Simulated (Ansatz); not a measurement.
# CH₉NSi: nudged elastic band (part 2 of 2)

The same run, continued: CH₉NSi; RKS PBE/6-31G* (Ansatz 0.2.0). It belongs to a series of runs on one base structure; here: band between the two ends.

Geometry of the input (Å):
```
Si -0.4107  0.3062  0.0212
N  0.2142  -0.1202  1.6089
H  -0.4628  -0.4313  2.3098
H  0.8557  0.5471  2.0419
H  0.7743  0.8145  -0.7516
H  -1.4509  1.4075  0.0013
C  -1.1604  -1.2256  -0.7832
H  -2.0154  -1.6101  -0.1989
H  -1.5304  -0.9924  -1.7975
H  -0.4109  -2.0314  -0.8615
H  2.1571  -2.7877  2.2093
H  1.7298  -2.1989  2.0047
```

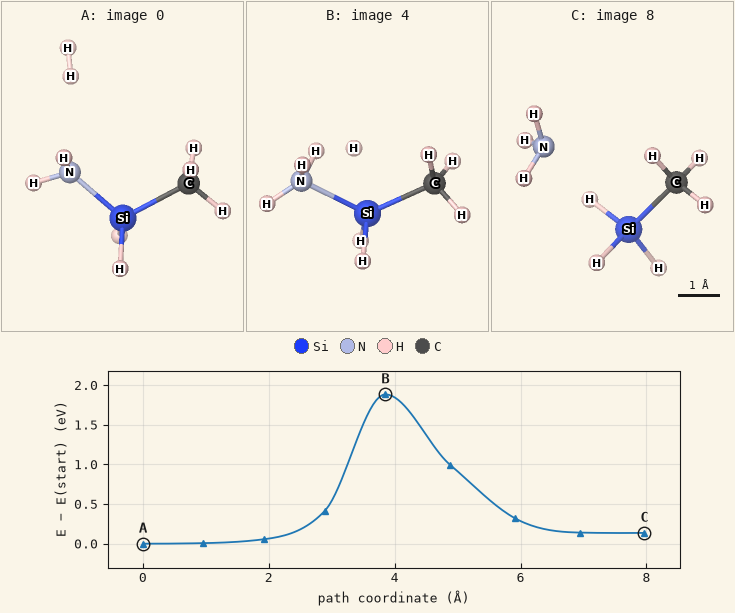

**Figure 1.** Images of the last band (counted from 0; ball-and-stick, seen on its broad side) above the energy along the path; the line is a cubic interpolation that uses the forces. The highest image is number 4, 1.884 eV above the start and 1.748 eV above the end (the climbing image); the end lies 0.136 eV above the start. The path is 7.97 Å long. The band converged in 22 iterations.

```
Total energy: -10540.91279587 eV, -387.3714003611 hartree
Atom 0 at     0.066127    -0.184083     0.133026 Å, force    -0.006433     0.001543     0.000182 eV/Å
Atom 1 at     0.285519    -0.224504     2.050201 Å, force     0.021760     0.005596    -0.007679 eV/Å
Atom 2 at    -0.551432    -0.492286     2.586029 Å, force     0.003046    -0.007812    -0.004162 eV/Å
Atom 3 at     0.705104     0.613760     2.477319 Å, force    -0.008250     0.002921     0.004709 eV/Å
Atom 4 at     1.283010     0.356405    -0.552639 Å, force     0.000298    -0.001559     0.001098 eV/Å
Atom 5 at    -0.838523     1.052209     0.166279 Å, force     0.000679     0.000667    -0.001456 eV/Å
Atom 6 at    -1.039660    -1.464096    -0.722527 Å, force     0.000746     0.002757    -0.001880 eV/Å
Atom 7 at    -1.671681    -1.973888     0.026642 Å, force    -0.000202    -0.000925     0.001756 eV/Å
Atom 8 at    -1.713360    -0.973507    -1.446156 Å, force     0.000443    -0.000561     0.000649 eV/Å
Atom 9 at    -0.437970    -2.236964    -1.224129 Å, force    -0.000119    -0.000851    -0.000122 eV/Å
Atom 10 at     1.216106    -1.648795     0.638133 Å, force    -0.001331     0.001385     0.002752 eV/Å
Atom 11 at     0.986659    -1.146453     1.672227 Å, force    -0.010636    -0.003160     0.004152 eV/Å
Dipole moment:    -0.247995     0.150194     0.518747 e Å
this run last wrote the band of iteration 22 to [file]; this run last wrote the band within `neb.f_tol` of iteration 21 to [file]
```

**The last band as extended XYZ (Å, eV, eV/Å)**
```
12
Properties=species:S:1:pos:R:3:forces:R:3 image=0 energy=-10542.79645
Si   -0.4107    0.3062    0.0212    0.0105   0.0199   0.0049
N     0.2142   -0.1202    1.6089   -0.0232  -0.0080  -0.0022
H    -0.4628   -0.4313    2.3098    0.0113   0.0068  -0.0106
H     0.8557    0.5471    2.0419    0.0040   0.0050  -0.0004
H     0.7743    0.8145   -0.7516   -0.0139  -0.0054   0.0077
H    -1.4509    1.4075    0.0013    0.0146  -0.0188   0.0013
C    -1.1604   -1.2256   -0.7832   -0.0099  -0.0235  -0.0168
H    -2.0154   -1.6101   -0.1989    0.0186   0.0062  -0.0144
H    -1.5304   -0.9924   -1.7975    0.0075  -0.0051   0.0260
H    -0.4109   -2.0314   -0.8615   -0.0200   0.0236   0.0029
H     2.1571   -2.7877    2.2093   -0.0189   0.0267  -0.0085
H     1.7298   -2.1989    2.0047    0.0195  -0.0274   0.0101
12
Properties=species:S:1:pos:R:3:forces:R:3 image=1 energy=-10542.78947
Si   -0.3480    0.2804    0.0821   -0.0024   0.0016  -0.0009
N     0.0985   -0.0375    1.7518    0.0015  -0.0001  -0.0019
H    -0.6547   -0.2671    2.4039    0.0030  -0.0016  -0.0007
H     0.7291    0.6339    2.1942    0.0019  -0.0002  -0.0024
H     0.9285    0.6760   -0.6042   -0.0039   0.0046  -0.0030
H    -1.3271    1.4149   -0.1295   -0.0047   0.0005   0.0022
C    -1.0877   -1.2853   -0.6652   -0.0009   0.0013  -0.0010
H    -1.9769   -1.6170   -0.1011   -0.0030   0.0027  -0.0034
H    -1.4028   -1.1119   -1.7084    0.0022   0.0003  -0.0028
H    -0.3525   -2.1067   -0.6531   -0.0012   0.0008   0.0020
H     2.0652   -2.7535    1.5843    0.0040  -0.0057   0.0082
H     1.6185   -2.1485    1.6495    0.0035  -0.0041   0.0037
12
Properties=species:S:1:pos:R:3:forces:R:3 image=2 energy=-10542.74035
Si   -0.2409    0.1988    0.1539   -0.0182   0.0179  -0.0052
N     0.0370   -0.0605    1.8704   -0.0064   0.0026  -0.0131
H    -0.7782   -0.2381    2.4609   -0.0097   0.0080  -0.0079
H     0.6537    0.6048    2.3412    0.0003  -0.0087  -0.0034
H     1.1173    0.4489   -0.4380   -0.0173   0.0243  -0.0022
H    -1.0908    1.4026   -0.1837   -0.0230   0.0165  -0.0076
C    -1.0558   -1.3339   -0.5938   -0.0044   0.0117   0.0029
H    -1.8226   -1.7520    0.0814   -0.0168   0.0226   0.0008
H    -1.5525   -1.0824   -1.5460    0.0105  -0.0084  -0.0138
H    -0.3139   -2.1258   -0.7862    0.0043   0.0070   0.0329
H     1.8808   -2.4549    1.0523    0.0497  -0.0520   0.0233
H     1.4559   -1.9297    1.3920    0.0310  -0.0414  -0.0068
12
Properties=species:S:1:pos:R:3:forces:R:3 image=3 energy=-10542.38536
Si   -0.1178    0.0514    0.2131   -0.1866   0.2276   0.0785
N     0.1271   -0.1142    1.9643   -0.1342   0.1030  -0.0840
H    -0.6710   -0.3713    2.5465   -0.0809   0.0573  -0.0359
H     0.6588    0.6313    2.4199   -0.0647   0.0155  -0.0402
H     1.2271    0.2921   -0.4217   -0.0782  -0.0308   0.1201
H    -0.9379    1.2742   -0.0542   -0.1221   0.2043  -0.1832
C    -1.0258   -1.4030   -0.6217    0.0098   0.0620   0.0949
H    -1.6832   -1.9472    0.0772   -0.0095   0.0191   0.0505
H    -1.6712   -0.9859   -1.4158    0.0312  -0.0133   0.0346
H    -0.3566   -2.1454   -1.0889    0.0770   0.0967   0.1255
H     1.5022   -2.0063    0.7940    0.2853  -0.3248   0.1232
H     1.2382   -1.5979    1.3919    0.2729  -0.4166  -0.2840
12
Properties=species:S:1:pos:R:3:forces:R:3 image=4 energy=-10540.91277
Si    0.0661   -0.1841    0.1330   -0.0064   0.0015   0.0002
N     0.2855   -0.2245    2.0502    0.0218   0.0056  -0.0077
H    -0.5514   -0.4923    2.5860    0.0030  -0.0078  -0.0042
H     0.7051    0.6138    2.4773   -0.0083   0.0029   0.0047
H     1.2830    0.3564   -0.5526    0.0003  -0.0016   0.0011
H    -0.8385    1.0522    0.1663    0.0007   0.0007  -0.0015
C    -1.0397   -1.4641   -0.7225    0.0007   0.0028  -0.0019
H    -1.6717   -1.9739    0.0266   -0.0002  -0.0009   0.0018
H    -1.7134   -0.9735   -1.4462    0.0004  -0.0006   0.0006
H    -0.4380   -2.2370   -1.2241   -0.0001  -0.0009  -0.0001
H     1.2161   -1.6488    0.6381   -0.0013   0.0014   0.0028
H     0.9867   -1.1465    1.6722   -0.0106  -0.0032   0.0042
12
Properties=species:S:1:pos:R:3:forces:R:3 image=5 energy=-10541.80438
Si    0.2262   -0.2752   -0.0542    0.1121  -0.0691  -0.1307
N     0.2378   -0.3292    2.2384   -0.0092  -0.0493   0.1221
H    -0.6192   -0.5019    2.7737   -0.0399   0.0002   0.1341
H     0.7048    0.5026    2.6186   -0.0190  -0.0510   0.0870
H     1.1819    0.3940   -1.0186   -0.0741   0.0186  -0.3604
H    -0.6178    0.9573    0.2869    0.1526  -0.0647   0.0660
C    -1.0448   -1.4554   -0.8307   -0.0098  -0.0109  -0.0697
H    -1.6450   -1.9365   -0.0360    0.0080   0.0237  -0.0212
H    -1.7431   -0.9422   -1.5100   -0.0251  -0.0030  -0.0447
H    -0.5154   -2.2569   -1.3699   -0.0644  -0.0422  -0.0792
H     1.2513   -1.3460    0.4160    0.0289   0.2180  -0.1479
H     0.8733   -1.1327    2.2901   -0.0601   0.0296   0.4445
12
Properties=species:S:1:pos:R:3:forces:R:3 image=6 energy=-10542.47585
Si    0.3132   -0.2156   -0.3120    0.0421   0.0257  -0.1176
N     0.0911   -0.5078    2.4210   -0.0649  -0.0705   0.0836
H    -0.6562   -0.6195    3.1131   -0.0225  -0.0328   0.1519
H     0.5855    0.3615    2.6584   -0.0633  -0.0457   0.0102
H     1.0066    0.3286   -1.5373   -0.0781  -0.0413  -0.2420
H    -0.2717    1.0107    0.3240    0.1569   0.0236  -0.0011
C    -1.0383   -1.4266   -0.8591    0.0062  -0.0003  -0.0108
H    -1.5811   -1.8537   -0.0004    0.0298   0.0313   0.0256
H    -1.7687   -0.9212   -1.5126   -0.0083  -0.0076  -0.0037
H    -0.5868   -2.2555   -1.4296   -0.0267  -0.0161  -0.0142
H     1.4280   -0.9595    0.3688    0.0824   0.1750  -0.0142
H     0.7682   -1.2635    2.5701   -0.0535  -0.0414   0.1321
12
Properties=species:S:1:pos:R:3:forces:R:3 image=7 energy=-10542.65642
Si    0.4213   -0.1217   -0.5861    0.0022   0.0022  -0.0061
N    -0.0662   -0.7342    2.5714   -0.0028  -0.0039   0.0058
H    -0.7736   -0.7843    3.3146   -0.0022  -0.0037   0.0038
H     0.3964    0.1747    2.6907   -0.0066  -0.0040   0.0003
H     0.9210    0.3166   -1.9403   -0.0017  -0.0009  -0.0096
H     0.0008    1.1281    0.1329    0.0061   0.0025  -0.0049
C    -0.9987   -1.3502   -0.7992    0.0007   0.0009   0.0020
H    -1.3589   -1.6576    0.1948    0.0051   0.0041   0.0041
H    -1.8331   -0.8942   -1.3580   -0.0009  -0.0003   0.0029
H    -0.6665   -2.2444   -1.3530   -0.0011  -0.0006   0.0023
H     1.6031   -0.7204    0.1228    0.0040   0.0055  -0.0050
H     0.6444   -1.4347    2.8137   -0.0028  -0.0017   0.0045
12
Properties=species:S:1:pos:R:3:forces:R:3 image=8 energy=-10542.66064
Si    0.5147   -0.1538   -0.6989    0.0033   0.0055   0.0042
N    -0.1646   -0.8027    2.6486    0.0113   0.0063   0.0085
H    -0.6323   -1.2830    3.4272    0.0123   0.0001  -0.0063
H    -0.1534    0.1920    2.9039   -0.0006  -0.0073  -0.0060
H     0.9934    0.2049   -2.0821   -0.0031  -0.0024   0.0062
H     0.2438    1.1400    0.0171    0.0012  -0.0026  -0.0025
C    -1.0173   -1.2542   -0.7693   -0.0024  -0.0063  -0.0022
H    -1.3234   -1.4766    0.2661    0.0019   0.0036  -0.0106
H    -1.8473   -0.7502   -1.2927    0.0045  -0.0053   0.0061
H    -0.8042   -2.2010   -1.2937   -0.0045   0.0061   0.0010
H     1.6633   -0.8350   -0.0071    0.0000   0.0004  -0.0046
H     0.8173   -1.1025    2.6854   -0.0239   0.0018   0.0063
```

**Summary**

| quantity | value |
| --- | --- |
| outcome | converged |
| barrier, forward | 1.884 eV |
| barrier, backward | 1.748 eV |
| hardware | 1 thread of Intel Xeon (Sapphire Rapids), 16 GiB of memory available, shared host |
| wall time | 3.5 min |
| peak memory | 0.13 GiB |

The order of the saddle point was not checked.
